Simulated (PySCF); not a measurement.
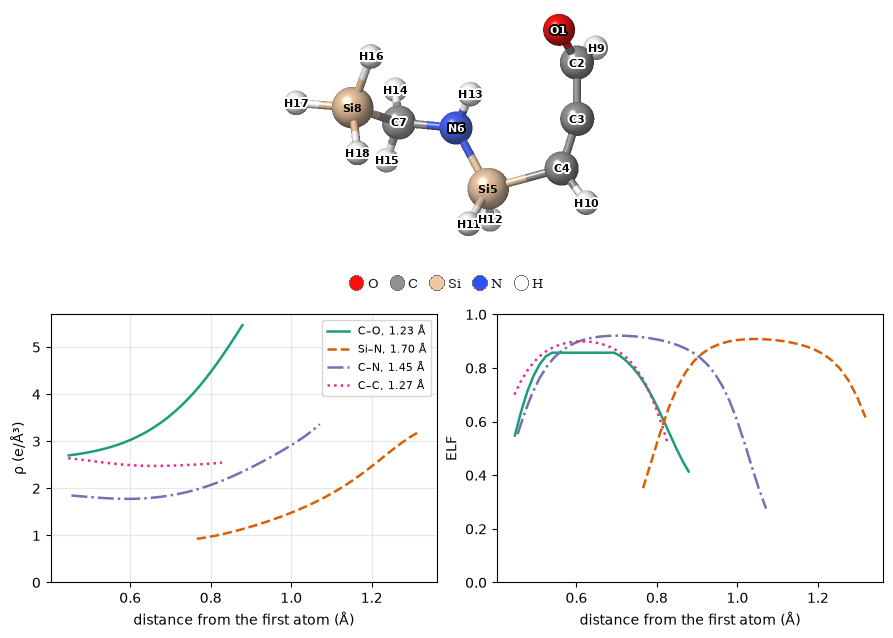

Figure 1: C4H10NOSi2 (SMILES O=C/[C]=C\[SiH2]NC[SiH3]) (doublet). Total electron density and ELF along straight lines between neighbouring atoms. The curves leave out the atomic cores. The structure is drawn too.

Geometry: GFN2-xTB.

Method: PySCF 2.14.0, density-fitted response routines, UKS B3LYP, pcH-1 on C H N O Si, non-relativistic, mean-field spin-orbit, GIAO.

```
atom    x (Å)    y (Å)    z (Å)
   O   2.7798  -0.5295   1.9316
   C   3.0292  -0.3490   0.7374
   C   2.5131  -1.0870  -0.3124
   C   1.7175  -1.5292  -1.2035
  Si  -0.0174  -0.7333  -1.4735
   N  -0.1545   0.4249  -0.2354
   C  -1.3232   1.2574  -0.0108
  Si  -2.4840   0.5613   1.3411
   H   3.7432   0.4392   0.4228
   H   1.9138  -2.3646  -1.8537
   H  -0.9592  -1.8660  -1.4847
   H  -0.0329  -0.0495  -2.7709
   H   0.3866   0.2981   0.6081
   H  -0.9849   2.2629   0.2631
   H  -1.8494   1.3524  -0.9616
   H  -1.7275   0.4695   2.5888
   H  -3.6197   1.4723   1.4836
   H  -2.9392  -0.7636   0.9183
```

> Compare the contacts.

C–O (1.23 Å): ρ at the midpoint is about 3.1 e/Å³; the ELF peaks at about 0.85 between the atoms (a polar covalent bond).
Si–N (1.70 Å): ρ is about 1.1 e/Å³ halfway; the ELF peaks at about 0.90 between the atoms: a polar covalent bond.
C–N (1.45 Å): ρ at the midpoint is about 1.9 e/Å³; the ELF peaks at about 0.90 between the atoms, as expected for a covalent bond.
C–C (1.27 Å): the density is about 2.5 e/Å³ at the midpoint; the ELF peaks at about 0.90 between the atoms; a short, multiple covalent bond.
